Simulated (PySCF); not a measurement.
```yaml
atoms:
  - { symbol: O, position_ang: [0.2553, 0.2328, -0.1705] }
  - { symbol: H, position_ang: [-0.6946, 0.3546, -0.2524] }
  - { symbol: H, position_ang: [0.3662, -0.6366, 0.2239] }
  - { symbol: O, position_ang: [1.5136, 1.9562, 1.7794] }
  - { symbol: H, position_ang: [1.1043, 1.4586, 1.0554] }
  - { symbol: H, position_ang: [2.1025, 2.5814, 1.3525] }
```

Geometry: PBE0-D3(BJ)/def2-TZVPD.

Level of theory: wB97M-D3(BJ)/def2-TZVPD, SCF density, gas phase in PySCF 2.14.0.

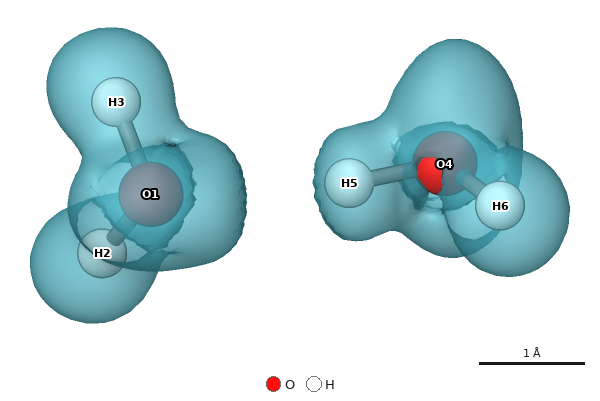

H2O···H2O (SMILES O.O). Isosurface of the electron localisation function at 0.75 (cyan), seen at a tilt. Only the valence region is drawn (cores and ρ < 0.01 e/Å³ removed).

**Identify the bonds, lone pairs and shells in this picture.**

The ELF exceeds this value in two joined regions spread over several atoms (H, O), in which their bonds and any lone pairs are merged. Profiles from the grid: O1···H5 (1.93 Å): the ELF dips to about 0.10 between them: by its geometry a hydrogen bond between the two molecules, with no shared pair. O–H (0.96 Å): the ELF climbs to about 1 towards the hydrogen, as it does in any bond to H (a covalent bond by its length).
